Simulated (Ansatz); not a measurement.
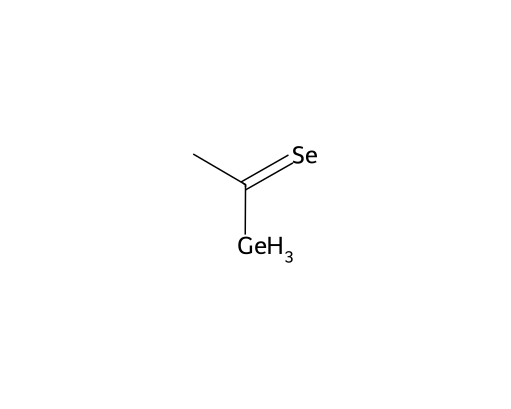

Transcribe the drawing into SMILES.

C[C]([GeH3])=[Se]

Give the formula, hydrogens included.

C2H6GeSe.

An optimisation with PBE0-D4/def2-TZVP gave a structure of which point group?

Cs.

The parts below concern this one geometry. Atoms keep their numbers from picture to picture. The computed structure is the end point of a PBE0-D4/def2-TZVP optimisation.

## Charges

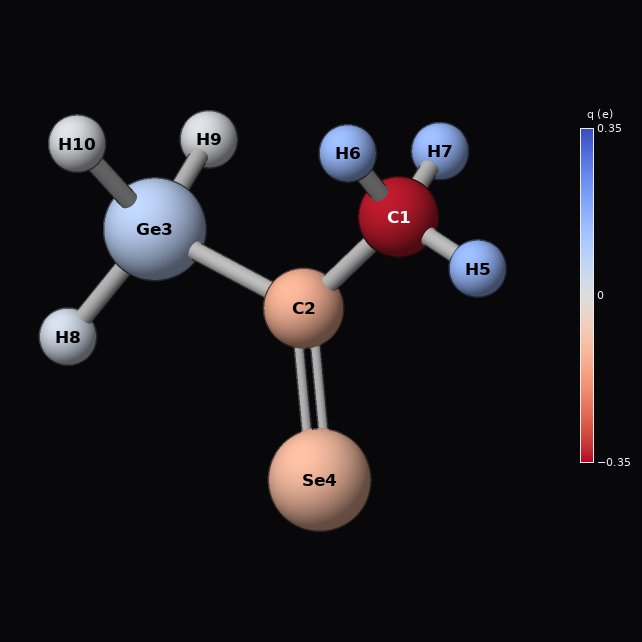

Atoms are coloured by their Mulliken charges. Level of theory: RKS PBE0-D4/def2-TZVP (Ansatz 0.2.0).

Which atom carries the highest charge (most positive or least negative)?

H5, H6, H7 (0.15 e).

And the lowest?

C1 (−0.34 e).

Give the Mulliken charges atom by atom.

| atom | value (e) |
| --- | --- |
| C1 | −0.34 |
| C2 | −0.12 |
| Ge3 | 0.08 |
| Se4 | −0.11 |
| H5 | 0.15 |
| H6 | 0.15 |
| H7 | 0.15 |
| H8 | 0.03 |
| H9 | 0.01 |
| H10 | 0.01 |

## Levels of theory compared

Program: Ansatz 0.2.0.

Compare HOMO–LUMO gap (eV), dipole (D) at these levels: B3LYP-D4/def2-TZVPP; PBE-D4/def2-TZVPP; r2SCAN-D4/def2-TZVPP; ωB97M-V/def2-TZVPP.

```
               level  HOMO–LUMO gap (eV)  dipole (D)
 B3LYP-D4/def2-TZVPP                3.12        2.04
   PBE-D4/def2-TZVPP                1.57        1.99
r2SCAN-D4/def2-TZVPP                1.83        2.18
  ωB97M-V/def2-TZVPP                7.72        2.04
```

## Vibrations

Harmonic vibrations computed with RKS PBE0-D4/def2-TZVP (Ansatz 0.2.0) at a stationary point of the same level.

How many vibrational modes are there, and where do they lie?

24 modes: 46, 146, 156, 258, 306, 442, 574, 578, 813, 840, 872, 873, 977, 1137, 1159, 1375, 1456, 1458, 2133, 2136, 2200, 3019, 3073, 3139 cm⁻¹.

Mulliken values depend strongly on the basis set and can even reverse the polarity of a bond.
